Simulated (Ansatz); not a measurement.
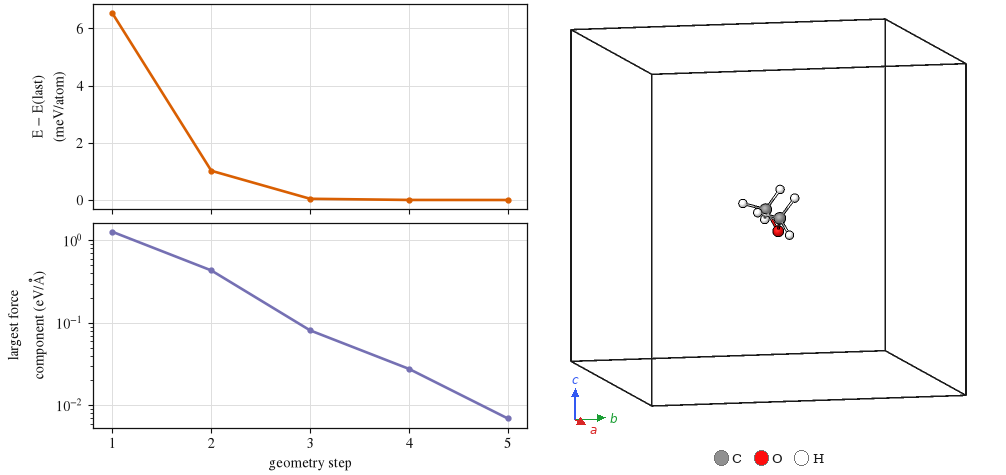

Beside the plot: the structure at the start.

History of a geometry optimisation. Only the atoms move.

```
crystal:
  lattice:
    - [15.0644904083, 0.0, 0.0]
    - [0.0, 14.5, 0.0]
    - [0.0, 0.0, 15.0]
  atoms:
    - { symbol: C, position: [0.5792603107, 0.51579941, 0.4924309093] }
    - { symbol: O, position: [0.4987578887, 0.5313471733, 0.4424112759] }
    - { symbol: C, position: [0.4270254637, 0.5100308408, 0.4988039497] }
    - { symbol: H, position: [0.5843245641, 0.4439453306, 0.5125404412] }
    - { symbol: H, position: [0.5815713968, 0.5625479482, 0.5523912935] }
    - { symbol: H, position: [0.6349030169, 0.5321767514, 0.4486184523] }
    - { symbol: H, position: [0.4262520146, 0.4374520518, 0.5192152514] }
    - { symbol: H, position: [0.3650969831, 0.5228264175, 0.459884058] }
    - { symbol: H, position: [0.4241169829, 0.5564543643, 0.5575887241] }
  symmetry: { detect: false }
basis:
  ecutwfc: 420
kpoints:
  mp_grid: { grid: [1, 1, 1] }
hamiltonian:
  xc: pbe
  dispersion: d3bj
scf:
  occupations: { method: gaussian, width: 0.005 }
output:
  forces: true
  eigenvalues: true
relax:
  adjacent_minimum: "off"
  f_tol: 0.01
  max_steps: 120
```

Run as:
```bash
ansatz run input.yaml --threads 4 --pin off --max-ram 11264MiB --backend cpu --events-out ev --progress --plain --runs-dir out
```

How did the optimisation end?

Answer. The optimisation met its thresholds at geometry 5, counting the start as the first. The energy fell by about 6.5 meV/atom from the first step to the last. The largest force component goes from about 1.3 eV/Å at the start to 7 × 10⁻³ eV/Å at the end.
